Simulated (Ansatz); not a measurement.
**Run report: AlH$_{5}$O$_{2}$, molecular dynamics (part 1 of 3)**

The run: molecular dynamics of AlH$_{5}$O$_{2}$. Method and program: RKS PBE0-D4/def2-SVP (Ansatz 0.2.0).

It belongs to a series of runs on one base structure; here: dynamics from the highest image of the converged band. Figures and captions count atoms from 1; the log counts them from 0 in places.

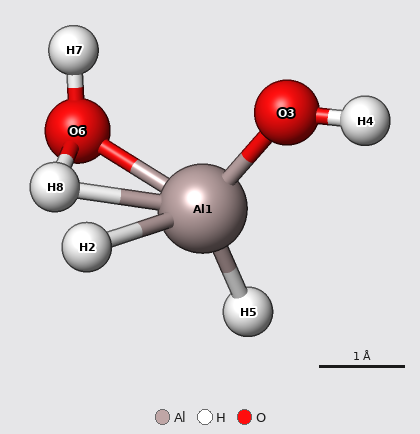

**Figure 1.** The input geometry (ball-and-stick view, seen at a tilt; atoms are numbered from 1 in the order of the input). Sticks mark near contacts. Bond lengths as drawn: Al–H 1.58 to 1.81 Å, Al–O 1.71 to 1.86 Å and H–O 0.96 to 1.24 Å.

Summary

```json
{"quantity": "outcome", "value": "finished"}
{"quantity": "mean temperature over the second half", "value": "883 K"}
{"quantity": "trajectory", "value": "200 steps, 100 fs"}
{"quantity": "ensemble", "value": "nve"}
{"quantity": "temperature in the input", "value": "100.0 K"}
{"quantity": "time step", "value": "0.5 fs"}
{"quantity": "potential energy (last step)", "value": "−10761.2105 eV"}
{"quantity": "mean-field energy (last step)", "value": "−10761.1488 eV"}
{"quantity": "largest force (length of the vector) (last step)", "value": "3.003 eV/Å"}
{"quantity": "hardware", "value": "1 thread of Arm Neoverse V2, 24 GiB of memory available, shared host"}
{"quantity": "wall time", "value": "4.8 min"}
{"quantity": "peak memory", "value": "0.13 GiB"}
```

Notes

So short a trajectory is not equilibrated.

Input file
```yaml
crystal:
  periodic: [false, false, false]
  atoms:
    - { symbol: Al, position_ang: [-0.009513, 0.233962, 0.027369] }
    - { symbol: H, position_ang: [-0.260586, -0.275677, 1.72015] }
    - { symbol: O, position_ang: [1.604472, -0.063376, -0.447492] }
    - { symbol: H, position_ang: [1.905371, -0.629286, -1.15813] }
    - { symbol: H, position_ang: [-1.27144, -0.056539, -0.875271] }
    - { symbol: O, position_ang: [-0.007967, 1.789755, 1.045272] }
    - { symbol: H, position_ang: [0.832322, 2.2457, 1.18423] }
    - { symbol: H, position_ang: [-0.128561, 0.771561, 1.746673] }
basis:
  gaussian: { orbitals: def2-SVP }
hamiltonian:
  xc: pbe0
  dispersion: d4
md:
  timestep: 0.5
  n_steps: 200
  ensemble: nve
  temperature: 100.0
  initial_velocities: maxwell_boltzmann
  seed: 2808
```

Launched with:
```bash
ansatz run input.yaml --threads 1 --pin off --max-ram 2048MiB --backend cpu --events-out ev --progress --plain --runs-dir out
```

Log
```
Engine: ansatz 0.2.0, aarch64-unknown-linux-gnu
Functional definition: PBE0
  parameter a = 0.25
  parameter kappa = 0.804
  parameter beta = 0.06672455060314922
  exchange = (1 - a)*pbe_x(kappa = kappa, mu = beta*pi^2/3) + a*exact_x
  correlation = pbe_c(beta = beta)
724 factors; integrals over basis functions are off by at most 3.2e-4 eV
mean field evaluation 1: about -10753.2511 eV, gradient 6.5e1 eV
mean field evaluation 2: about -10737.1011 eV, gradient 1.1e2 eV
mean field evaluation 4: about -10760.5206 eV, gradient 5.4e0 eV
mean field evaluation 8: about -10760.5699 eV, gradient 1.4e-2 eV
mean field -10760.56987216 eV, -395.4436490258 hartree, gradient 1.1e-5 eV, S^2 0.000000; 0 other end points of the search recorded, 0 dependent functions left out
the calculation of the forces begins
reference -10760.56989996 eV, -395.4436500473 hartree; 17, 17 occupied and 54, 54 virtual orbitals, 724 factors
md step     0: t =     0.00 fs  T =   100.0 K  F+E_penalty+E_count = -10760.65445219 eV  E_kin = 0.077556 eV  conserved = -10760.57689619 eV  (23 SCF iters)
these checks for a lower state are left out or cut short: starts, cluster_reference, orbital_swaps, neighbouring_geometries, increment
724 factors; integrals over basis functions are off by at most 3.2e-4 eV
mean field evaluation 16: about -10760.5695 eV, gradient 4.1e-4 eV
mean field -10760.56936132 eV, -395.4436302525 hartree, gradient 3.0e-5 eV, S^2 0.000000; 0 other end points of the search recorded, 0 dependent functions left out
the calculation of the forces begins
reference -10760.56938912 eV, -395.4436312744 hartree; 17, 17 occupied and 54, 54 virtual orbitals, 724 factors
md step     1: t =     0.50 fs  T =    99.3 K  F+E_penalty+E_count = -10760.65391856 eV  E_kin = 0.077029 eV  conserved = -10760.57688938 eV  (23 SCF iters)
[... from here on the SCF iterations and repeated set-up lines of each step are left out, up to the last step ...]
md step     2: t =     1.00 fs  T =    97.4 K  F+E_penalty+E_count = -10760.65239306 eV  E_kin = 0.075521 eV  conserved = -10760.57687246 eV  (23 SCF iters)
md step     3: t =     1.50 fs  T =    94.5 K  F+E_penalty+E_count = -10760.65013748 eV  E_kin = 0.073284 eV  conserved = -10760.57685317 eV  (21 SCF iters)
md step     4: t =     2.00 fs  T =    91.0 K  F+E_penalty+E_count = -10760.64745116 eV  E_kin = 0.070611 eV  conserved = -10760.57683982 eV  (21 SCF iters)
md step     5: t =     2.50 fs  T =    87.3 K  F+E_penalty+E_count = -10760.64454343 eV  E_kin = 0.067707 eV  conserved = -10760.57683658 eV  (21 SCF iters)
md step     6: t =     3.00 fs  T =    83.3 K  F+E_penalty+E_count = -10760.64146943 eV  E_kin = 0.064628 eV  conserved = -10760.57684123 eV  (21 SCF iters)
md step     7: t =     3.50 fs  T =    79.1 K  F+E_penalty+E_count = -10760.63816355 eV  E_kin = 0.061317 eV  conserved = -10760.57684687 eV  (21 SCF iters)
md step     8: t =     4.00 fs  T =    74.4 K  F+E_penalty+E_count = -10760.63454446 eV  E_kin = 0.057698 eV  conserved = -10760.57684644 eV  (21 SCF iters)
md step     9: t =     4.50 fs  T =    69.4 K  F+E_penalty+E_count = -10760.63062331 eV  E_kin = 0.053786 eV  conserved = -10760.57683697 eV  (22 SCF iters)
md step    10: t =     5.00 fs  T =    64.1 K  F+E_penalty+E_count = -10760.62654982 eV  E_kin = 0.049729 eV  conserved = -10760.57682109 eV  (21 SCF iters)
md step    11: t =     5.50 fs  T =    59.0 K  F+E_penalty+E_count = -10760.62257240 eV  E_kin = 0.045767 eV  conserved = -10760.57680532 eV  (21 SCF iters)
md step    12: t =     6.00 fs  T =    54.3 K  F+E_penalty+E_count = -10760.61893714 eV  E_kin = 0.042141 eV  conserved = -10760.57679660 eV  (22 SCF iters)
md step    13: t =     6.50 fs  T =    50.3 K  F+E_penalty+E_count = -10760.61578036 eV  E_kin = 0.038982 eV  conserved = -10760.57679870 eV  (20 SCF iters)
md step    14: t =     7.00 fs  T =    46.8 K  F+E_penalty+E_count = -10760.61306967 eV  E_kin = 0.036259 eV  conserved = -10760.57681069 eV  (21 SCF iters)
md step    15: t =     7.50 fs  T =    43.6 K  F+E_penalty+E_count = -10760.61062215 eV  E_kin = 0.033796 eV  conserved = -10760.57682618 eV  (20 SCF iters)
md step    16: t =     8.00 fs  T =    40.4 K  F+E_penalty+E_count = -10760.60819740 eV  E_kin = 0.031360 eV  conserved = -10760.57683750 eV  (21 SCF iters)
md step    17: t =     8.50 fs  T =    37.1 K  F+E_penalty+E_count = -10760.60561999 eV  E_kin = 0.028782 eV  conserved = -10760.57683841 eV  (20 SCF iters)
md step    18: t =     9.00 fs  T =    33.6 K  F+E_penalty+E_count = -10760.60287597 eV  E_kin = 0.026048 eV  conserved = -10760.57682769 eV  (20 SCF iters)
md step    19: t =     9.50 fs  T =    30.1 K  F+E_penalty+E_count = -10760.60013118 eV  E_kin = 0.023321 eV  conserved = -10760.57681009 eV  (21 SCF iters)
md step    20: t =    10.00 fs  T =    26.9 K  F+E_penalty+E_count = -10760.59765756 eV  E_kin = 0.020864 eV  conserved = -10760.57679394 eV  (20 SCF iters)
md step    21: t =    10.50 fs  T =    24.4 K  F+E_penalty+E_count = -10760.59570471 eV  E_kin = 0.018918 eV  conserved = -10760.57678658 eV  (24 SCF iters)
md step    22: t =    11.00 fs  T =    22.7 K  F+E_penalty+E_count = -10760.59438777 eV  E_kin = 0.017598 eV  conserved = -10760.57679002 eV  (20 SCF iters)
md step    23: t =    11.50 fs  T =    21.7 K  F+E_penalty+E_count = -10760.59365603 eV  E_kin = 0.016856 eV  conserved = -10760.57680006 eV  (20 SCF iters)
md step    24: t =    12.00 fs  T =    21.3 K  F+E_penalty+E_count = -10760.59335663 eV  E_kin = 0.016547 eV  conserved = -10760.57680916 eV  (20 SCF iters)
md step    25: t =    12.50 fs  T =    21.3 K  F+E_penalty+E_count = -10760.59335009 eV  E_kin = 0.016539 eV  conserved = -10760.57681110 eV  (21 SCF iters)
md step    26: t =    13.00 fs  T =    21.7 K  F+E_penalty+E_count = -10760.59360592 eV  E_kin = 0.016801 eV  conserved = -10760.57680454 eV  (21 SCF iters)
md step    27: t =    13.50 fs  T =    22.5 K  F+E_penalty+E_count = -10760.59422424 eV  E_kin = 0.017431 eV  conserved = -10760.57679343 eV  (21 SCF iters)
md step    28: t =    14.00 fs  T =    24.0 K  F+E_penalty+E_count = -10760.59537522 eV  E_kin = 0.018591 eV  conserved = -10760.57678470 eV  (22 SCF iters)
md step    29: t =    14.50 fs  T =    26.3 K  F+E_penalty+E_count = -10760.59719229 eV  E_kin = 0.020408 eV  conserved = -10760.57678449 eV  (22 SCF iters)
md step    30: t =    15.00 fs  T =    29.5 K  F+E_penalty+E_count = -10760.59967612 eV  E_kin = 0.022881 eV  conserved = -10760.57679520 eV  (20 SCF iters)
md step    31: t =    15.50 fs  T =    33.3 K  F+E_penalty+E_count = -10760.60265759 eV  E_kin = 0.025843 eV  conserved = -10760.57681410 eV  (21 SCF iters)
md step    32: t =    16.00 fs  T =    37.4 K  F+E_penalty+E_count = -10760.60584046 eV  E_kin = 0.029006 eV  conserved = -10760.57683447 eV  (20 SCF iters)
md step    33: t =    16.50 fs  T =    41.3 K  F+E_penalty+E_count = -10760.60890697 eV  E_kin = 0.032059 eV  conserved = -10760.57684842 eV  (21 SCF iters)
md step    34: t =    17.00 fs  T =    44.9 K  F+E_penalty+E_count = -10760.61164001 eV  E_kin = 0.034789 eV  conserved = -10760.57685078 eV  (21 SCF iters)
md step    35: t =    17.50 fs  T =    47.9 K  F+E_penalty+E_count = -10760.61400279 eV  E_kin = 0.037161 eV  conserved = -10760.57684200 eV  (21 SCF iters)
md step    36: t =    18.00 fs  T =    50.7 K  F+E_penalty+E_count = -10760.61613331 eV  E_kin = 0.039306 eV  conserved = -10760.57682749 eV  (22 SCF iters)
md step    37: t =    18.50 fs  T =    53.4 K  F+E_penalty+E_count = -10760.61825668 eV  E_kin = 0.041441 eV  conserved = -10760.57681543 eV  (20 SCF iters)
md step    38: t =    19.00 fs  T =    56.4 K  F+E_penalty+E_count = -10760.62056153 eV  E_kin = 0.043750 eV  conserved = -10760.57681141 eV  (20 SCF iters)
md step    39: t =    19.50 fs  T =    59.7 K  F+E_penalty+E_count = -10760.62311490 eV  E_kin = 0.046300 eV  conserved = -10760.57681521 eV  (22 SCF iters)
md step    40: t =    20.00 fs  T =    63.2 K  F+E_penalty+E_count = -10760.62586516 eV  E_kin = 0.049044 eV  conserved = -10760.57682116 eV  (21 SCF iters)
md step    41: t =    20.50 fs  T =    66.9 K  F+E_penalty+E_count = -10760.62872859 eV  E_kin = 0.051907 eV  conserved = -10760.57682179 eV  (20 SCF iters)
md step    42: t =    21.00 fs  T =    70.8 K  F+E_penalty+E_count = -10760.63170393 eV  E_kin = 0.054892 eV  conserved = -10760.57681235 eV  (22 SCF iters)
md step    43: t =    21.50 fs  T =    75.0 K  F+E_penalty+E_count = -10760.63494598 eV  E_kin = 0.058153 eV  conserved = -10760.57679341 eV  (22 SCF iters)
md step    44: t =    22.00 fs  T =    79.9 K  F+E_penalty+E_count = -10760.63875776 eV  E_kin = 0.061987 eV  conserved = -10760.57677029 eV  (23 SCF iters)
md step    45: t =    22.50 fs  T =    86.1 K  F+E_penalty+E_count = -10760.64350810 eV  E_kin = 0.066758 eV  conserved = -10760.57675023 eV  (23 SCF iters)
md step    46: t =    23.00 fs  T =    93.8 K  F+E_penalty+E_count = -10760.64951948 eV  E_kin = 0.072781 eV  conserved = -10760.57673879 eV  (23 SCF iters)
md step    47: t =    23.50 fs  T =   103.5 K  F+E_penalty+E_count = -10760.65698176 eV  E_kin = 0.080245 eV  conserved = -10760.57673720 eV  (24 SCF iters)
md step    48: t =    24.00 fs  T =   115.0 K  F+E_penalty+E_count = -10760.66593340 eV  E_kin = 0.089192 eV  conserved = -10760.57674178 eV  (23 SCF iters)
md step    49: t =    24.50 fs  T =   128.4 K  F+E_penalty+E_count = -10760.67631908 eV  E_kin = 0.099573 eV  conserved = -10760.57674569 eV  (23 SCF iters)
md step    50: t =    25.00 fs  T =   143.6 K  F+E_penalty+E_count = -10760.68809684 eV  E_kin = 0.111355 eV  conserved = -10760.57674233 eV  (24 SCF iters)
md step    51: t =    25.50 fs  T =   160.7 K  F+E_penalty+E_count = -10760.70134129 eV  E_kin = 0.124612 eV  conserved = -10760.57672900 eV  (23 SCF iters)
md step    52: t =    26.00 fs  T =   180.0 K  F+E_penalty+E_count = -10760.71628553 eV  E_kin = 0.139576 eV  conserved = -10760.57670908 eV  (24 SCF iters)
md step    53: t =    26.50 fs  T =   201.9 K  F+E_penalty+E_count = -10760.73327012 eV  E_kin = 0.156579 eV  conserved = -10760.57669099 eV  (22 SCF iters)
md step    54: t =    27.00 fs  T =   226.8 K  F+E_penalty+E_count = -10760.75261584 eV  E_kin = 0.175932 eV  conserved = -10760.57668413 eV  (23 SCF iters)
md step    55: t =    27.50 fs  T =   255.0 K  F+E_penalty+E_count = -10760.77448208 eV  E_kin = 0.197788 eV  conserved = -10760.57669388 eV  (23 SCF iters)
md step    56: t =    28.00 fs  T =   286.3 K  F+E_penalty+E_count = -10760.79878632 eV  E_kin = 0.222067 eV  conserved = -10760.57671893 eV  (23 SCF iters)
md step    57: t =    28.50 fs  T =   320.4 K  F+E_penalty+E_count = -10760.82522747 eV  E_kin = 0.248476 eV  conserved = -10760.57675157 eV  (24 SCF iters)
md step    58: t =    29.00 fs  T =   356.7 K  F+E_penalty+E_count = -10760.85340233 eV  E_kin = 0.276620 eV  conserved = -10760.57678220 eV  (23 SCF iters, 3 dispersion substeps)
md step    59: t =    29.50 fs  T =   394.7 K  F+E_penalty+E_count = -10760.88295442 eV  E_kin = 0.306151 eV  conserved = -10760.57680295 eV  (24 SCF iters, 3 dispersion substeps)
md step    60: t =    30.00 fs  T =   434.4 K  F+E_penalty+E_count = -10760.91368894 eV  E_kin = 0.336878 eV  conserved = -10760.57681139 eV  (23 SCF iters, 3 dispersion substeps)
md step    61: t =    30.50 fs  T =   475.5 K  F+E_penalty+E_count = -10760.94559972 eV  E_kin = 0.368788 eV  conserved = -10760.57681169 eV  (23 SCF iters, 3 dispersion substeps)
md step    62: t =    31.00 fs  T =   518.3 K  F+E_penalty+E_count = -10760.97879080 eV  E_kin = 0.401977 eV  conserved = -10760.57681410 eV  (23 SCF iters, 3 dispersion substeps)
md step    63: t =    31.50 fs  T =   562.8 K  F+E_penalty+E_count = -10761.01330918 eV  E_kin = 0.436479 eV  conserved = -10760.57682992 eV  (23 SCF iters, 3 dispersion substeps)
md step    64: t =    32.00 fs  T =   608.7 K  F+E_penalty+E_count = -10761.04895652 eV  E_kin = 0.472089 eV  conserved = -10760.57686719 eV  (23 SCF iters, 3 dispersion substeps)
md step    65: t =    32.50 fs  T =   655.3 K  F+E_penalty+E_count = -10761.08517213 eV  E_kin = 0.508249 eV  conserved = -10760.57692330 eV  (23 SCF iters, 3 dispersion substeps)
md step    66: t =    33.00 fs  T =   701.6 K  F+E_penalty+E_count = -10761.12108187 eV  E_kin = 0.544098 eV  conserved = -10760.57698424 eV  (23 SCF iters, 3 dispersion substeps)
md step    67: t =    33.50 fs  T =   746.2 K  F+E_penalty+E_count = -10761.15572242 eV  E_kin = 0.578692 eV  conserved = -10760.57703091 eV  (23 SCF iters, 3 dispersion substeps)
md step    68: t =    34.00 fs  T =   788.2 K  F+E_penalty+E_count = -10761.18834068 eV  E_kin = 0.611291 eV  conserved = -10760.57704988 eV  (23 SCF iters, 3 dispersion substeps)
md step    69: t =    34.50 fs  T =   827.2 K  F+E_penalty+E_count = -10761.21860376 eV  E_kin = 0.641562 eV  conserved = -10760.57704158 eV  (23 SCF iters, 3 dispersion substeps)
md step    70: t =    35.00 fs  T =   863.3 K  F+E_penalty+E_count = -10761.24659747 eV  E_kin = 0.669578 eV  conserved = -10760.57701994 eV  (23 SCF iters, 3 dispersion substeps)
md step    71: t =    35.50 fs  T =   896.9 K  F+E_penalty+E_count = -10761.27261599 eV  E_kin = 0.695611 eV  conserved = -10760.57700456 eV  (22 SCF iters, 3 dispersion substeps)
md step    72: t =    36.00 fs  T =   928.2 K  F+E_penalty+E_count = -10761.29686427 eV  E_kin = 0.719855 eV  conserved = -10760.57700976 eV  (22 SCF iters, 3 dispersion substeps)
md step    73: t =    36.50 fs  T =   957.0 K  F+E_penalty+E_count = -10761.31923760 eV  E_kin = 0.742200 eV  conserved = -10760.57703779 eV  (22 SCF iters, 3 dispersion substeps)
md step    74: t =    37.00 fs  T =   982.8 K  F+E_penalty+E_count = -10761.33929037 eV  E_kin = 0.762213 eV  conserved = -10760.57707715 eV  (23 SCF iters, 3 dispersion substeps)
md step    75: t =    37.50 fs  T =  1004.8 K  F+E_penalty+E_count = -10761.35641168 eV  E_kin = 0.779303 eV  conserved = -10760.57710843 eV  (22 SCF iters, 3 dispersion substeps)
md step    76: t =    38.00 fs  T =  1022.5 K  F+E_penalty+E_count = -10761.37012343 eV  E_kin = 0.793010 eV  conserved = -10760.57711342 eV  (23 SCF iters, 3 dispersion substeps)
md step    77: t =    38.50 fs  T =  1035.7 K  F+E_penalty+E_count = -10761.38035408 eV  E_kin = 0.803268 eV  conserved = -10760.57708591 eV  (22 SCF iters, 3 dispersion substeps)
md step    78: t =    39.00 fs  T =  1045.0 K  F+E_penalty+E_count = -10761.38752511 eV  E_kin = 0.810487 eV  conserved = -10760.57703790 eV  (22 SCF iters, 3 dispersion substeps)
md step    79: t =    39.50 fs  T =  1051.3 K  F+E_penalty+E_count = -10761.39235975 eV  E_kin = 0.815364 eV  conserved = -10760.57699540 eV  (22 SCF iters, 3 dispersion substeps)
md step    80: t =    40.00 fs  T =  1055.4 K  F+E_penalty+E_count = -10761.39548501 eV  E_kin = 0.818503 eV  conserved = -10760.57698222 eV  (22 SCF iters, 3 dispersion substeps)
md step    81: t =    40.50 fs  T =  1057.4 K  F+E_penalty+E_count = -10761.39707061 eV  E_kin = 0.820066 eV  conserved = -10760.57700413 eV  (23 SCF iters, 3 dispersion substeps)
md step    82: t =    41.00 fs  T =  1056.9 K  F+E_penalty+E_count = -10761.39676099 eV  E_kin = 0.819721 eV  conserved = -10760.57704037 eV  (23 SCF iters, 3 dispersion substeps)
md step    83: t =    41.50 fs  T =  1053.3 K  F+E_penalty+E_count = -10761.39398203 eV  E_kin = 0.816922 eV  conserved = -10760.57706042 eV  (22 SCF iters, 3 dispersion substeps)
md step    84: t =    42.00 fs  T =  1046.2 K  F+E_penalty+E_count = -10761.38840883 eV  E_kin = 0.811365 eV  conserved = -10760.57704353 eV  (22 SCF iters, 3 dispersion substeps)
md step    85: t =    42.50 fs  T =  1035.8 K  F+E_penalty+E_count = -10761.38028480 eV  E_kin = 0.803293 eV  conserved = -10760.57699158 eV  (22 SCF iters, 3 dispersion substeps)
md step    86: t =    43.00 fs  T =  1023.1 K  F+E_penalty+E_count = -10761.37039597 eV  E_kin = 0.793470 eV  conserved = -10760.57692617 eV  (22 SCF iters, 3 dispersion substeps)
md step    87: t =    43.50 fs  T =  1009.4 K  F+E_penalty+E_count = -10761.35974044 eV  E_kin = 0.782866 eV  conserved = -10760.57687491 eV  (22 SCF iters, 3 dispersion substeps)
md step    88: t =    44.00 fs  T =   995.7 K  F+E_penalty+E_count = -10761.34910189 eV  E_kin = 0.772246 eV  conserved = -10760.57685609 eV  (22 SCF iters, 3 dispersion substeps)
md step    89: t =    44.50 fs  T =   982.4 K  F+E_penalty+E_count = -10761.33876564 eV  E_kin = 0.761896 eV  conserved = -10760.57686940 eV  (22 SCF iters, 3 dispersion substeps)
md step    90: t =    45.00 fs  T =   969.1 K  F+E_penalty+E_count = -10761.32852328 eV  E_kin = 0.751627 eV  conserved = -10760.57689615 eV  (22 SCF iters, 3 dispersion substeps)
md step    91: t =    45.50 fs  T =   955.5 K  F+E_penalty+E_count = -10761.31796173 eV  E_kin = 0.741053 eV  conserved = -10760.57690898 eV  (22 SCF iters, 3 dispersion substeps)
md step    92: t =    46.00 fs  T =   941.3 K  F+E_penalty+E_count = -10761.30688396 eV  E_kin = 0.729996 eV  conserved = -10760.57688782 eV  (22 SCF iters, 3 dispersion substeps)
md step    93: t =    46.50 fs  T =   926.8 K  F+E_penalty+E_count = -10761.29561829 eV  E_kin = 0.718784 eV  conserved = -10760.57683391 eV  (23 SCF iters, 3 dispersion substeps)
md step    94: t =    47.00 fs  T =   913.2 K  F+E_penalty+E_count = -10761.28500197 eV  E_kin = 0.708233 eV  conserved = -10760.57676887 eV  (23 SCF iters, 3 dispersion substeps)
md step    95: t =    47.50 fs  T =   901.7 K  F+E_penalty+E_count = -10761.27602243 eV  E_kin = 0.699295 eV  conserved = -10760.57672728 eV  (24 SCF iters, 3 dispersion substeps)
md step    96: t =    48.00 fs  T =   893.0 K  F+E_penalty+E_count = -10761.26931218 eV  E_kin = 0.692584 eV  conserved = -10760.57672836 eV  (24 SCF iters, 3 dispersion substeps)
md step    97: t =    48.50 fs  T =   887.2 K  F+E_penalty+E_count = -10761.26485998 eV  E_kin = 0.688096 eV  conserved = -10760.57676382 eV  (23 SCF iters, 3 dispersion substeps)
md step    98: t =    49.00 fs  T =   883.7 K  F+E_penalty+E_count = -10761.26213195 eV  E_kin = 0.685326 eV  conserved = -10760.57680574 eV  (24 SCF iters, 3 dispersion substeps)
md step    99: t =    49.50 fs  T =   881.5 K  F+E_penalty+E_count = -10761.26049612 eV  E_kin = 0.683670 eV  conserved = -10760.57682612 eV  (24 SCF iters, 3 dispersion substeps)
md step   100: t =    50.00 fs  T =   880.4 K  F+E_penalty+E_count = -10761.25964476 eV  E_kin = 0.682830 eV  conserved = -10760.57681494 eV  (24 SCF iters, 3 dispersion substeps)
md step   101: t =    50.50 fs  T =   880.6 K  F+E_penalty+E_count = -10761.25974964 eV  E_kin = 0.682966 eV  conserved = -10760.57678349 eV  (27 SCF iters, 3 dispersion substeps)
md step   102: t =    51.00 fs  T =   882.6 K  F+E_penalty+E_count = -10761.26129329 eV  E_kin = 0.684539 eV  conserved = -10760.57675459 eV  (28 SCF iters, 3 dispersion substeps)
```
